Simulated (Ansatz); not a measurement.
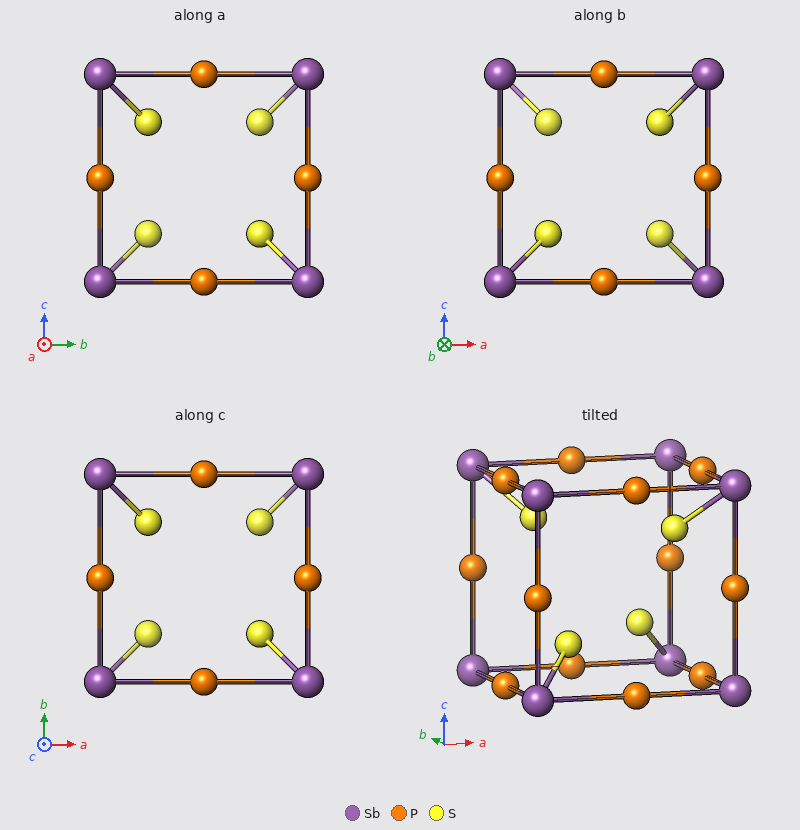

An orthographic ball-and-stick view of the structure, along the a axis, along the b axis, along the c axis and slightly off an axis. The frame is the conventional unit cell; atoms at its boundary are shown with their periodic copies.

Lattice parameters: a = 6.321 Å, b = 6.321 Å, c = 6.321 Å, α = 90.00°, β = 90.00°, γ = 90.00°. Put a along x and b in the xy plane.

Q: Put the structure into a POSCAR file, with free fractional coordinates to two decimals.

A:
```
Sb P S
1.0
     6.321    0.000    0.000
     0.000    6.321    0.000
     0.000    0.000    6.321
Sb P S
1 3 4
Direct
  0.00 0.00 0.00
  0.50 0.00 0.00
  0.00 0.50 0.00
  0.00 0.00 0.50
  0.23 0.23 0.23
  0.23 0.77 0.77
  0.77 0.77 0.23
  0.77 0.23 0.77
```

The structure comes from a structure type filled with these elements by a generator (whether the compound takes this form wasn't checked). The structure drawn was relaxed with DFT PBE, scalar-relativistic, plane waves, PAW in Ansatz 0.2.0.
